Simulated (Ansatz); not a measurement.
**CH6SiTe: rigid torsion scan from a Python script**

The task is a rigid torsion scan, for CH6SiTe. SMILES: [SiH3]C[TeH].

Computed with the Python package of Ansatz 0.2.0. Level of theory: B3LYP/def2-SVP.

## Step 1: The system

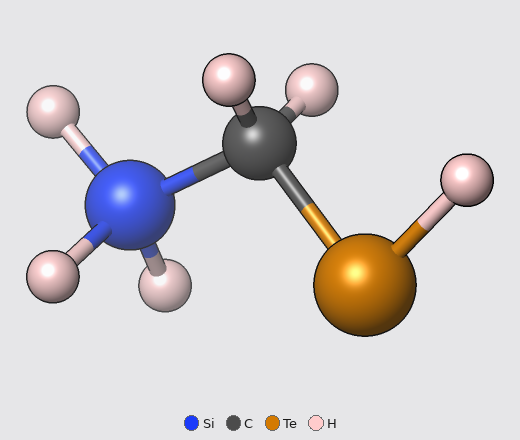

The structure that the script starts from, seen from a chosen angle (silicon blue, carbon dark grey, tellurium orange, hydrogen pink).

The script holds or builds the structure itself.

## Step 2: Script

The input, torsion.py:

```python
"""Rigid torsion scan of CH6SiTe."""

import ansatz as az
from ase import Atoms

SETTINGS = {
    "basis": "def2-SVP",
    "functional": "B3LYP",
    "fmax": 0.02,
}

atoms = Atoms(["Si", "C", "Te", "H", "H", "H", "H", "H", "H"], positions=[
    (-0.5272, 0.7554, -0.8748),
    (0.466, -0.4122, 0.0756),
    (-0.3532, -0.6163, 2.0425),
    (-1.8834, 0.3138, -0.9648),
    (-0.0294, 0.9345, -2.2627),
    (-0.559, 2.1232, -0.2145),
    (1.539, -0.0322, 0.1357),
    (0.496, -1.3779, -0.439),
    (0.9396, -1.7346, 2.4848),
])

# relax first, so that the scan starts from a minimum
first = (
    az.Crystal.molecule_from_ase(atoms).calculation()
    .basis(gaussian=SETTINGS["basis"])  # the orbital basis, by name
    .functional(SETTINGS["functional"])
    .relax(force_tolerance=SETTINGS["fmax"], max_steps=80)
)
atoms.positions = first.run(threads=1).report["positions_ang"]

start = atoms.get_dihedral(2, 1, 0, 3)
energies = {}
for turn in range(0, 121, 15):
    turned = atoms.copy()
    turned.set_dihedral(2, 1, 0, 3, start + turn, indices=[0, 3, 4, 5])
    model = (
        az.Crystal.molecule_from_ase(turned).calculation()
        .basis(gaussian=SETTINGS["basis"])  # the orbital basis, by name
        .functional(SETTINGS["functional"])
    )
    energies[round((start + turn) % 360)] = model.run(threads=1).report["free_energy_ev"]
floor = min(energies.values())
print("dihedral Te2-C1-Si0-H3 (deg)   E - E(min) (kcal/mol)")
for angle, e in sorted(energies.items()):
    print(f"{angle:8d} {23.060548 * (e - floor):14.3f}  " + "#" * int(30 * (e - floor) / max(max(energies.values()) - floor, 1e-9)))
```

## Step 3: Running it

The run is started by

```
> python torsion.py
```

The program printed:

```text
dihedral Te2-C1-Si0-H3 (deg)   E - E(min) (kcal/mol)
       0          1.316  ##############################
      15          1.128  #########################
      30          0.670  ###############
      45          0.219  ####
      60          0.037
     300          0.000
     315          0.191  ####
     330          0.652  ##############
     345          1.119  #########################
```

It took 61 s on 1 thread of Arm Neoverse V1, shared host; peak memory 0.26 GiB.

## Step 4: Path of the relaxation of run 0

Step by step:

```
step  energy from step 1 (eV)  largest force component (eV/Å)
   1                   0.0000                          2.1800
   2                  -0.1288                          1.5520
   3                  -0.2519                          0.4130
   4                  -0.2626                          0.2052
   5                  -0.2656                          0.0414
   6                  -0.2657                          0.0026
```

Step 1 is the start.

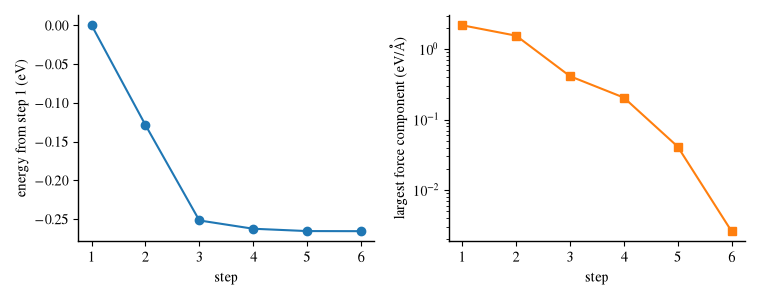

Energy and largest force along the relaxation.

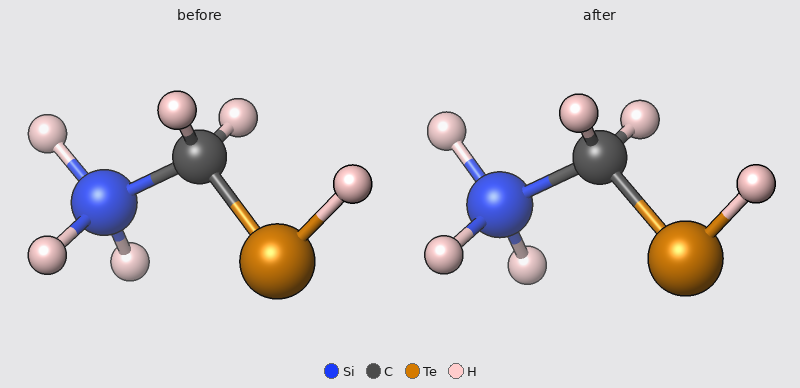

The structure before (left) and after (right) the relaxation, drawn at the same scale.

Before: Bond lengths: Si1–C2 1.804 Å, C2–Te3 2.140 Å, Si1–H4 1.429 Å, Si1–H5 1.485 Å, Si1–H6 1.519 Å, C2–H7 1.140 Å, C2–H8 1.095 Å, Te3–H9 1.766 Å. Angles: Si1–C2–Te3 109.6°, Si1–C2–H7 109.3°, Si1–C2–H8 109.8°, Te3–C2–H7 110.1°, Te3–C2–H8 111.0°, H7–C2–H8 107.0°, C2–Si1–H4 110.8°, C2–Si1–H5 112.7°, C2–Si1–H6 111.4°, H4–Si1–H5 107.2°, H4–Si1–H6 106.6°, H5–Si1–H6 107.7°, C2–Te3–H9 90.6°.

After: Bond lengths: Si1–C2 1.891 Å, C2–Te3 2.196 Å, Si1–H4 1.492 Å, Si1–H5 1.493 Å, Si1–H6 1.491 Å, C2–H7 1.100 Å, C2–H8 1.100 Å, Te3–H9 1.674 Å. Angles: Si1–C2–Te3 113.4°, Si1–C2–H7 109.8°, Si1–C2–H8 109.9°, Te3–C2–H7 107.4°, Te3–C2–H8 107.4°, H7–C2–H8 108.8°, C2–Si1–H4 110.5°, C2–Si1–H5 109.2°, C2–Si1–H6 110.5°, H4–Si1–H5 108.9°, H4–Si1–H6 108.8°, H5–Si1–H6 108.9°, C2–Te3–H9 93.2°.

Run 0 is this relaxation; the runs after it count from 1.

## Step 5: Run by run

From the records of these 9 runs:

```tsv
run	turn (°)	energy from run 1 (eV)	SCF cycles	CPU time (s)
1	0	0.0000	16	3.2
2	15	0.0083	16	3.3
3	30	0.0283	16	3.3
4	45	0.0485	16	3.3
5	60	0.0571	16	3.2
6	75	0.0489	16	3.3
7	90	0.0291	16	3.2
8	105	0.0095	16	3.3
9	120	0.0016	16	3.3
```

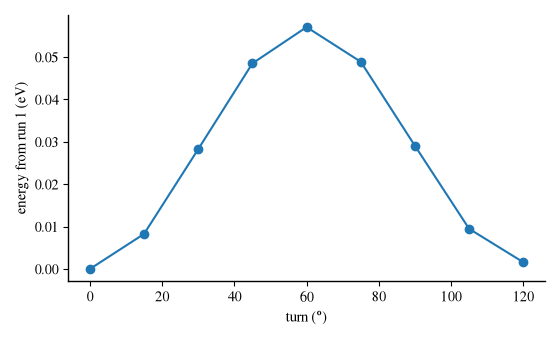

Energy against turn; lines join the points.

## Step 6: Outcome

| quantity | value |
| --- | --- |
| runs compared | 9 |
| range of energy | 0.057 eV |
| lowest point, turn (°) | 0 |

**Reading.** The lowest point lies at a turn of 0°, the highest 0.057 eV (5.5 kJ/mol) above it at 60°. The grid can miss the true lowest and highest points, and the rest of the molecule is held rigid. Run 0: After 5 moves the largest shift is 0.150 Å, of atom 3 (Te). The scan is rigid and the energies are electronic, in a modest basis. With rigid groups the curve can differ much from the relaxed path, the start wasn't checked as a minimum of this torsion, and equivalent turns needn't return to the same energy. def2 sets replace the cores of elements past krypton by effective core potentials. b3lyp holds the VWN-RPA fit, as in Gaussian; the form of ORCA and Turbomole is b3lyp5.
